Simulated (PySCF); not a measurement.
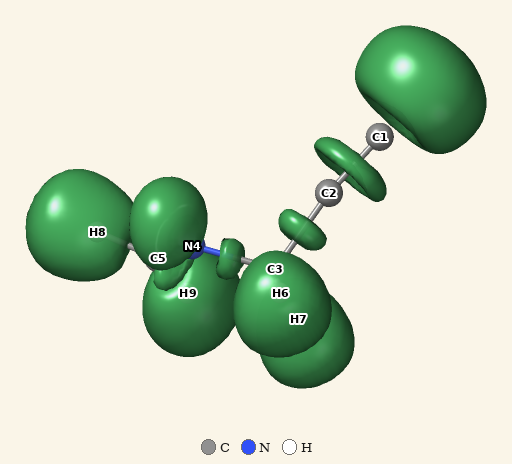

Figure. C₄H₄N (SMILES [C-]#CCN=C) (charge −1). Isosurface of the electron localisation function at 0.85 (green), seen at a tilt. Core shells and regions of very low density are left out.

Geometry: GFN2-xTB.

Theory: CAM-B3LYP/def2-SVPD, SCF density, gas phase in PySCF.

```
atom    x (Å)    y (Å)    z (Å)
   C  -2.1868   1.7077  -0.6279
   C  -1.4435   0.7514  -0.4788
   C  -0.6588  -0.4975  -0.1912
   N   0.6847  -0.2638  -0.5510
   C   1.5475   0.0335   0.3294
   H  -1.0482  -1.3186  -0.8180
   H  -0.7813  -0.7754   0.8840
   H   2.5373   0.3422   0.0124
   H   1.3628   0.0265   1.4160
```

Describe the localisation domains.

Answer. At this value the surface marks out two regions between bonded C–C atoms (shared pairs), two regions between bonded C–N atoms (shared pairs), four regions around hydrogen nuclei, one lobe on C, pointing away from the bonds (lone pairs) and one lobe on N, pointing away from the bonds (lone pairs). Along the contacts the grid gives the following. C–C (1.22 Å): the ELF peaks at about 0.85 between the atoms; a multiple bond. C–N (1.27 Å): the ELF peaks at about 0.90 between the atoms: a short, multiple covalent bond.
